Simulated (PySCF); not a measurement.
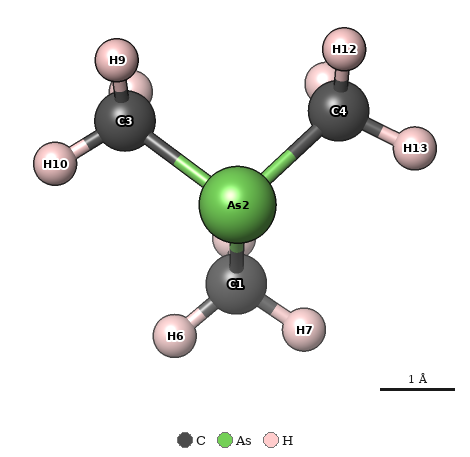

The input geometry (ball-and-stick view, seen at a tilt; atoms are numbered from 1 in the order of the input). Bond lengths as drawn: As–C 1.95 to 1.96 Å and C–H 1.06 to 1.15 Å.

## Run report: C3H9As, geometry relaxation

The run: geometry relaxation of C3H9As (trimethylarsine), SMILES C[As](C)C. Method and program: PBE0-D3(BJ)/def2-SVP geometry optimisation, gas phase (PySCF 2.14.0).

## Log
```
step   0  E = -2354.83362656  max force = 0.044427
step   1  E = -2354.83608633  max force = 0.006959
step   2  E = -2354.83705001  max force = 0.003454
step   3  E = -2354.83729321  max force = 0.000954
step   4  E = -2354.83731138  max force = 0.000375
step   5  E = -2354.83732979  max force = 0.000381
step   6  E = -2354.83734318  max force = 0.000684
step   7  E = -2354.83735366  max force = 0.000529
step   8  E = -2354.83735588  max force = 0.000164
optimisation converged
```

## Trajectory as extended XYZ (Å, eV, eV/Å), 9 frames, from step=0 to step=8
```
13
Properties=species:S:1:pos:R:3:forces:R:3 step=0 energy=-64078.28683
C    -0.4018    1.5930    0.3953   -0.6644   0.3927  -0.2411
As   -0.2160   -0.2169    1.0977    0.2383  -0.0844   0.0042
C     1.5736   -0.5300    0.3518    0.4860   0.4043   0.6826
C    -1.1712   -1.1212   -0.3467   -2.2845   0.1867   1.0965
H    -0.1662    1.6492   -0.6765    0.1279  -0.0659  -0.0721
H     0.2176    2.3146    0.9310    0.3220   0.0425   0.2042
H    -1.4421    1.9511    0.5112    0.0859  -0.1867   0.0412
H     1.6484   -0.2486   -0.6979   -0.0917   0.0407  -0.3999
H     1.8628   -1.5725    0.4788   -0.0183  -0.4177  -0.0489
H     2.3288    0.0602    0.9124   -0.2816  -0.0693  -0.1023
H    -0.8710   -0.7890   -1.3115    0.5581   0.4082  -1.2238
H    -1.0586   -2.2005   -0.2699    0.1409  -0.4005   0.0475
H    -2.2984   -0.9063   -0.2646    1.3813  -0.2506   0.0118
13
Properties=species:S:1:pos:R:3:forces:R:3 step=1 energy=-64078.35376
C    -0.2486    1.5998    0.4277    0.0335  -0.0444  -0.0119
As   -0.1041   -0.2555    1.0709   -0.0012  -0.0079   0.0184
C     1.6076   -0.6940    0.2114   -0.0222   0.0136  -0.0841
C    -1.3709   -0.9765   -0.2581    0.3578   0.2636  -0.0870
H    -0.0586    1.6679   -0.6550    0.0056  -0.0012   0.0147
H     0.4602    2.2463    0.9609    0.0824   0.0165   0.0325
H    -1.2614    1.9719    0.6362   -0.0495   0.0000   0.0041
H     1.6211   -0.4204   -0.8546   -0.0260  -0.0175  -0.0175
H     1.8165   -1.7682    0.3141   -0.0385  -0.0362  -0.0123
H     2.4122   -0.1490    0.7244    0.0160   0.0391   0.0377
H    -1.0903   -0.6704   -1.2862   -0.1019  -0.1183   0.2337
H    -1.4600   -2.0722   -0.1999   -0.0471   0.1053   0.0447
H    -2.3178   -0.4933    0.0198   -0.2090  -0.2125  -0.1729
13
Properties=species:S:1:pos:R:3:forces:R:3 step=2 energy=-64078.37998
C    -0.2313    1.6170    0.4397   -0.0144   0.0181   0.0185
As   -0.1156   -0.2378    1.0816   -0.0517  -0.0039  -0.0132
C     1.5814   -0.6875    0.2029    0.0296  -0.0240  -0.0259
C    -1.3597   -0.9818   -0.2539    0.0959   0.1776   0.0491
H    -0.0354    1.6826   -0.6417   -0.0003   0.0020   0.0016
H     0.4913    2.2488    0.9769    0.0121  -0.0181   0.0003
H    -1.2405    2.0042    0.6455    0.0101   0.0089  -0.0040
H     1.5795   -0.4179   -0.8646   -0.0179  -0.0033   0.0039
H     1.7776   -1.7651    0.3039   -0.0048  -0.0031  -0.0090
H     2.3959   -0.1456    0.7071   -0.0053  -0.0089  -0.0066
H    -1.0675   -0.7042   -1.2788   -0.0048  -0.0174   0.0155
H    -1.4217   -2.0749   -0.1728    0.0043  -0.0376   0.0322
H    -2.3482   -0.5516   -0.0342   -0.0526  -0.0904  -0.0623
13
Properties=species:S:1:pos:R:3:forces:R:3 step=3 energy=-64078.38660
C    -0.2248    1.6365    0.4491    0.0055  -0.0011   0.0008
As   -0.1278   -0.2203    1.0889   -0.0076   0.0190   0.0011
C     1.5588   -0.6914    0.1960    0.0095  -0.0030   0.0174
C    -1.3468   -0.9824   -0.2503   -0.0491  -0.0059   0.0188
H    -0.0267    1.7020   -0.6317   -0.0029   0.0025  -0.0036
H     0.5099    2.2529    0.9881    0.0002  -0.0060  -0.0024
H    -1.2273    2.0401    0.6555    0.0077   0.0012   0.0052
H     1.5430   -0.4255   -0.8721   -0.0068   0.0066   0.0017
H     1.7422   -1.7715    0.2960   -0.0062   0.0028   0.0014
H     2.3854   -0.1576    0.6881    0.0091  -0.0091  -0.0089
H    -1.0397   -0.7218   -1.2736    0.0130   0.0094  -0.0346
H    -1.3779   -2.0768   -0.1491    0.0232  -0.0144  -0.0027
H    -2.3625   -0.5978   -0.0734    0.0044  -0.0020   0.0059
13
Properties=species:S:1:pos:R:3:forces:R:3 step=4 energy=-64078.38709
C    -0.2221    1.6404    0.4496    0.0026  -0.0048  -0.0071
As   -0.1308   -0.2163    1.0894   -0.0100   0.0137   0.0012
C     1.5548   -0.6921    0.1968    0.0039  -0.0030   0.0114
C    -1.3470   -0.9833   -0.2508   -0.0193  -0.0147  -0.0022
H    -0.0261    1.7060   -0.6317   -0.0036   0.0013  -0.0006
H     0.5167    2.2525    0.9876    0.0023  -0.0028  -0.0013
H    -1.2220    2.0486    0.6590    0.0028   0.0033   0.0044
H     1.5369   -0.4255   -0.8711   -0.0005   0.0032   0.0007
H     1.7328   -1.7730    0.2959   -0.0028  -0.0010  -0.0013
H     2.3857   -0.1628    0.6865    0.0023  -0.0051  -0.0030
H    -1.0398   -0.7214   -1.2747    0.0014   0.0074  -0.0076
H    -1.3667   -2.0784   -0.1492    0.0147  -0.0004  -0.0050
H    -2.3665   -0.6085   -0.0756    0.0061   0.0028   0.0103
13
Properties=species:S:1:pos:R:3:forces:R:3 step=5 energy=-64078.38760
C    -0.2188    1.6448    0.4484    0.0013  -0.0036  -0.0084
As   -0.1349   -0.2114    1.0897   -0.0075   0.0056   0.0016
C     1.5500   -0.6948    0.1994   -0.0029  -0.0028   0.0013
C    -1.3477   -0.9829   -0.2519    0.0196  -0.0119  -0.0170
H    -0.0288    1.7097   -0.6340   -0.0028  -0.0012   0.0009
H     0.5279    2.2508    0.9823    0.0037   0.0019  -0.0017
H    -1.2139    2.0607    0.6645   -0.0004   0.0026   0.0028
H     1.5323   -0.4258   -0.8679    0.0056  -0.0011  -0.0006
H     1.7190   -1.7774    0.2960    0.0000  -0.0026  -0.0034
H     2.3861   -0.1735    0.6883   -0.0033   0.0003   0.0051
H    -1.0448   -0.7126   -1.2757   -0.0107   0.0054   0.0174
H    -1.3493   -2.0789   -0.1554   -0.0022   0.0074  -0.0057
H    -2.3712   -0.6225   -0.0719   -0.0004   0.0001   0.0077
13
Properties=species:S:1:pos:R:3:forces:R:3 step=6 energy=-64078.38796
C    -0.2153    1.6475    0.4459    0.0015  -0.0008  -0.0053
As   -0.1381   -0.2079    1.0897   -0.0037  -0.0011   0.0009
C     1.5466   -0.6986    0.2027   -0.0064  -0.0024  -0.0055
C    -1.3493   -0.9810   -0.2530    0.0352  -0.0021  -0.0148
H    -0.0333    1.7102   -0.6380   -0.0016  -0.0030   0.0011
H     0.5399    2.2484    0.9735    0.0034   0.0033  -0.0022
H    -1.2055    2.0711    0.6697   -0.0019   0.0011   0.0010
H     1.5328   -0.4260   -0.8638    0.0071  -0.0028  -0.0008
H     1.7073   -1.7827    0.2959    0.0014  -0.0026  -0.0032
H     2.3860   -0.1852    0.6944   -0.0056   0.0029   0.0086
H    -1.0545   -0.6974   -1.2757   -0.0135   0.0033   0.0220
H    -1.3350   -2.0777   -0.1663   -0.0112   0.0080  -0.0042
H    -2.3757   -0.6344   -0.0635   -0.0047  -0.0038   0.0025
13
Properties=species:S:1:pos:R:3:forces:R:3 step=7 energy=-64078.38825
C    -0.2106    1.6489    0.4424    0.0019   0.0030   0.0001
As   -0.1409   -0.2055    1.0897    0.0004  -0.0053  -0.0003
C     1.5437   -0.7039    0.2069   -0.0057  -0.0019  -0.0079
C    -1.3520   -0.9768   -0.2539    0.0272   0.0069  -0.0036
H    -0.0389    1.7075   -0.6434    0.0001  -0.0033   0.0007
H     0.5548    2.2451    0.9608    0.0017   0.0026  -0.0019
H    -1.1949    2.0813    0.6752   -0.0016  -0.0004  -0.0008
H     1.5374   -0.4263   -0.8584    0.0046  -0.0024  -0.0002
H     1.6956   -1.7897    0.2953    0.0018  -0.0014  -0.0014
H     2.3846   -0.1995    0.7052   -0.0044   0.0028   0.0072
H    -1.0693   -0.6748   -1.2746   -0.0086   0.0005   0.0125
H    -1.3228   -2.0742   -0.1824   -0.0115   0.0038  -0.0020
H    -2.3811   -0.6460   -0.0511   -0.0058  -0.0049  -0.0024
13
Properties=species:S:1:pos:R:3:forces:R:3 step=8 energy=-64078.38831
C    -0.2075    1.6485    0.4409    0.0015   0.0027   0.0020
As   -0.1415   -0.2057    1.0897    0.0011  -0.0036  -0.0007
C     1.5430   -0.7071    0.2085   -0.0027  -0.0014  -0.0042
C    -1.3540   -0.9733   -0.2542    0.0085   0.0061   0.0028
H    -0.0402    1.7043   -0.6457    0.0008  -0.0017   0.0001
H     0.5620    2.2433    0.9548    0.0004   0.0007  -0.0006
H    -1.1895    2.0844    0.6769   -0.0004  -0.0006  -0.0011
H     1.5415   -0.4267   -0.8560    0.0012  -0.0009   0.0002
H     1.6920   -1.7935    0.2946    0.0007  -0.0004   0.0000
H     2.3832   -0.2061    0.7115   -0.0016   0.0008   0.0028
H    -1.0772   -0.6629   -1.2735   -0.0022  -0.0003   0.0018
H    -1.3221   -2.0710   -0.1906   -0.0047   0.0005  -0.0006
H    -2.3838   -0.6479   -0.0452   -0.0026  -0.0019  -0.0024
```

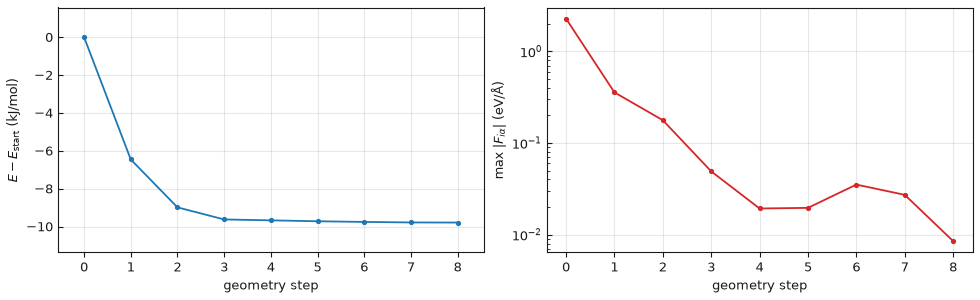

Progress of the relaxation, step by step (steps are counted from 0).

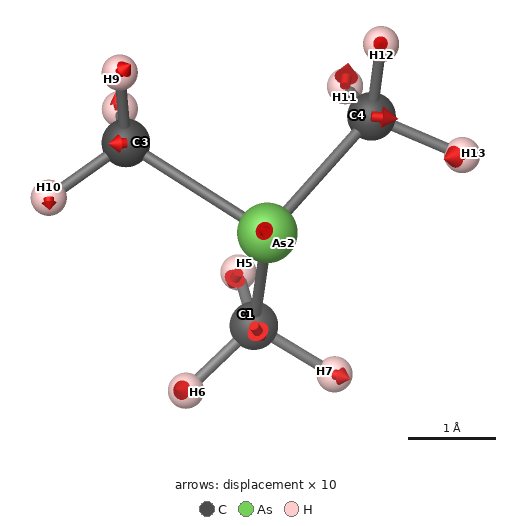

The starting structure with the displacements as red arrows, magnified 10 times (ball-and-stick view, seen at a tilt). The two geometries are laid on each other by the best rigid fit. After 8 geometry steps the energy has fallen by 9.79 kJ/mol. The largest force component goes from 2.3 to 0.0085 eV/Å. H11 moves most after the best rigid fit: 0.037 Å. By element the largest moves are H 0.037 Å, C 0.033 Å, As 0.024 Å. Among the contacts that change: C4–H13 1.150 → 1.100 Å, C4–H11 1.064 → 1.101 Å, As2–C4 1.954 → 1.966 Å, C1–H6 1.091 → 1.100 Å. Among the angles that change: As2–C1–H6 112.5° → 109.4°, H11–C4–H13 106.4° → 109.1°, H6–C1–H7 105.6° → 108.1°. (Atoms are counted from 1 in the order of the input.)

The run was set up as follows.

## Input file
```
{"job": {"xc": "PBE0", "basis": "def2-SVP", "d3": "d3bj", "grid": 1, "shake": 0.01, "kind": "geom"}, "charge": 0, "multiplicity": 1}
C     -0.401800     1.593040     0.395340
As    -0.215960    -0.216940     1.097660
C      1.573610    -0.529960     0.351810
C     -1.171210    -1.121150    -0.346700
H     -0.166210     1.649200    -0.676470
H      0.217570     2.314560     0.931020
H     -1.442090     1.951100     0.511160
H      1.648390    -0.248590    -0.697930
H      1.862760    -1.572540     0.478800
H      2.328780     0.060150     0.912430
H     -0.871030    -0.788950    -1.311520
H     -1.058610    -2.200470    -0.269880
H     -2.298370    -0.906340    -0.264650
```

The first line tells a small driver script what to run in PySCF; the rest is the geometry in Å.

Command:
```bash
OMP_NUM_THREADS=1 python <driver script> task.json out
```

## Summary

```json
{"quantity": "outcome", "value": "converged"}
{"quantity": "total energy", "value": "−2354.837356 hartree"}
{"quantity": "dipole moment", "value": "1.03 D"}
{"quantity": "point group", "value": "C3v"}
{"quantity": "hardware", "value": "1 CPU thread, shared host"}
{"quantity": "wall time", "value": "84 s"}
{"quantity": "peak memory", "value": "0.52 GiB"}
```
